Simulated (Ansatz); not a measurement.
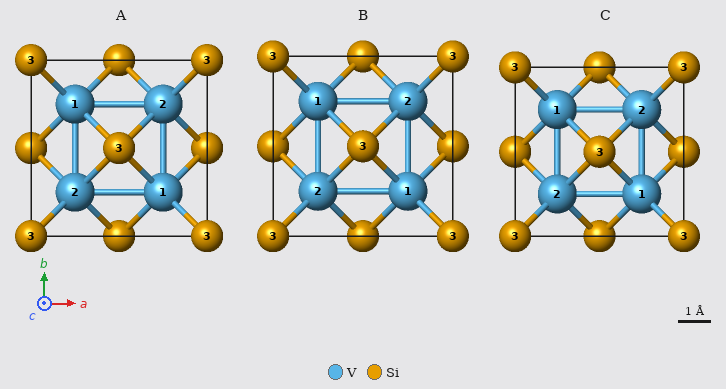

3 geometries from one relaxation of solid V2Si (a generated structure, set up in Fm-3m) (coarse preliminary run), in shuffled order. A ball-and-stick model of the conventional cell (4 times the calculation's cell), seen along the c axis. Lengths and directions refer to the drawn axes.

Level of theory: DFT PBE, scalar-relativistic, plane waves, PAW in Ansatz 0.2.0. Set-up: plane-wave cutoff 420 eV; k-point mesh 6 × 6 × 6; occupations gaussian; smearing width 0.1 eV; collinear spin; cell and atoms relaxed; force threshold 0.04 eV/Å; at most 70 steps.

Order the frames from highest to lowest energy.

C, A, B. They are steps 0, 1, 4, at +293 meV per atom, +32.4 meV per atom relative to the last. After 3 accepted moves (4 points after the start) the energy has fallen by 293 meV per atom. All forces vanish by symmetry, so only the cell relaxes. The pressure goes from 41.41 to 0.30 GPa. The SCF was repeated once at an unchanged geometry on a basis and grid sized afresh for the cell, which shifted the energy by 3.4 meV per atom at most. The atoms keep their places relative to the cell (all moves are under 0.005 Å). The volume changes by +20.7 %, with a = b = c 5.337 → 5.683 Å (+6.5 %). Near-neighbour distances that change, for instance: V1–V2 2.669 → 2.841 Å, V1–Si3 2.311 → 2.461 Å. The space group stays Fm-3m (No. 225). The program noted that the starting moments weren't kept. The run took 7 s on 1 thread of INTEL(R) XEON(R) PLATINUM 8581C CPU @ 2.30GHz (Emerald Rapids), with other jobs on the host, peak memory 0.38 GiB.
